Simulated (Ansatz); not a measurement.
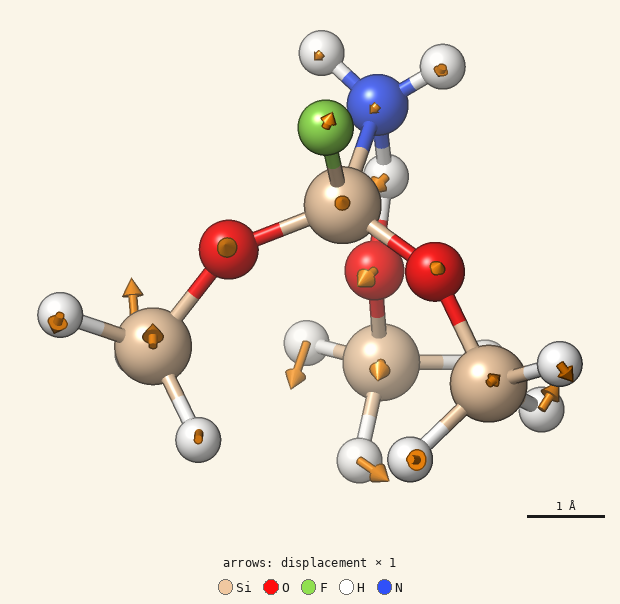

This is a constrained relaxation of Si₄NH₁₂O₃F. The starting structure is drawn; orange arrows show the displacements, at their true length. The two geometries are superimposed by the best rigid fit.

The picture is a ball-and-stick view, seen at a tilt.

The reaction that was planned forms Si1–N10, O2–H9 and breaks Si1–O2, H9–N10 (atoms numbered from 1 in input order).

Theory: Ansatz 0.2.0, RKS PBE0-D4/def2-SVP. Settings: held fixed: the distance between atoms 1 (Si) and 10 (N), the distance between atoms 2 (O) and 9 (H), the distance between atoms 1 (Si) and 2 (O), the distance between atoms 9 (H) and 10 (N), counting from 1; force threshold 0.04 eV/Å; at most 150 steps.

Q: Which element moves most?

A: Hydrogen: up to 1.01 Å, against 0.46 Å for oxygen.

Q: What did the optimiser do to the structure, and how much energy did it gain?

A: The energy falls by 44.5 kJ/mol in 16 geometry steps. Largest force component: 1.2 eV/Å at the start, 0.032 eV/Å at the end. The forces were under the threshold at step 8, but the run went on from there. An H atom moves most after the best rigid fit: 1.01 Å. Largest moves by element: H 1.01 Å, O 0.46 Å, Si 0.41 Å, F 0.25 Å, N 0.16 Å. Among the contacts that change: O–Si 1.597 → 1.661 Å, O–Si 1.627 → 1.668 Å, O–Si 1.598 → 1.634 Å, H–Si 1.462 → 1.494 Å. Among the angles between lasting bonds that change: Si–O–Si 148.9° → 136.7°, Si–O–H 134.8° → 125.5°, Si–O–Si 148.2° → 141.3°. Groups turn about O–Si by about 50°, O–Si by about 20°. The run took about 80 s of wall time on a shared GPU.
